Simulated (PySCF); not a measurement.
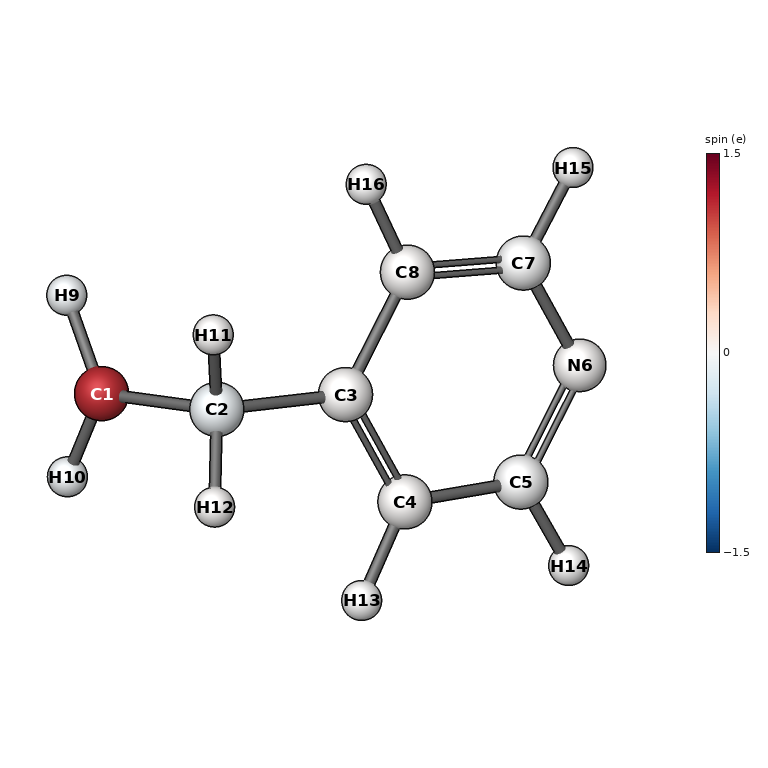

Atoms are coloured by their Mulliken spin populations. The species is neutral and a spin doublet. The geometry was computed by an optimisation with PBE0-D3(BJ)/def2-SVP. No frequency run is at hand to confirm it as a minimum. Level of theory: UKS B3LYP, IGLO-III on C N, pcH-1 on H, non-relativistic (PySCF 2.14.0).

Question: Which atom carries the largest spin population?

Answer: C1 (1.10 e).

Question: Which atom has the lowest spin population?

Answer: C2 (−0.08 e); a negative value comes from spin polarisation.

List the Mulliken spin populations.

```csv
atom,value (e)
C1,1.10
C2,−0.08
C3,0.01
C4,0.02
C5,−0.01
N6,0.01
C7,−0.01
C8,0.02
H9,−0.05
H10,−0.05
H11,0.02
H12,0.02
H13,0.00
H14,0.00
H15,0.00
H16,0.00
```

Mulliken values depend strongly on the basis set.
